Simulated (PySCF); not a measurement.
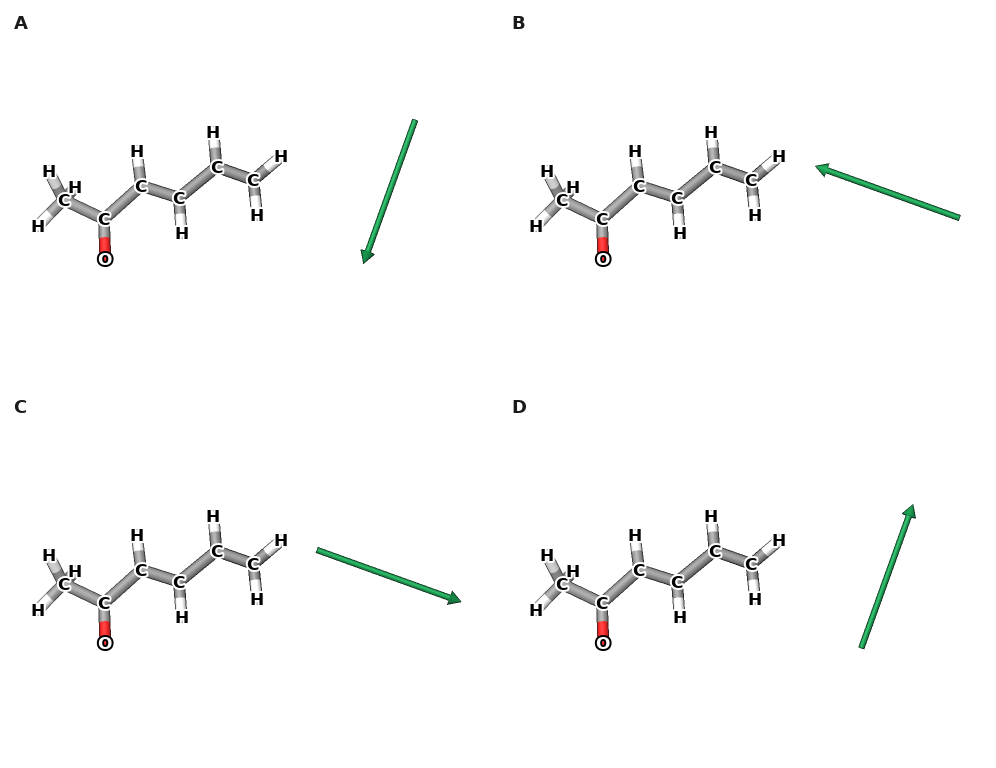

The same molecule four times, each with an arrow. Computed geometry: GFN2-xTB optimisation. No frequency run is at hand to confirm it as a minimum. Method: PBE0/pcSseg-1, gas phase (PySCF 2.14.0).

Which arrow points along the dipole moment, from the negative to the positive end?

D. The dipole moment is 3.07 D.
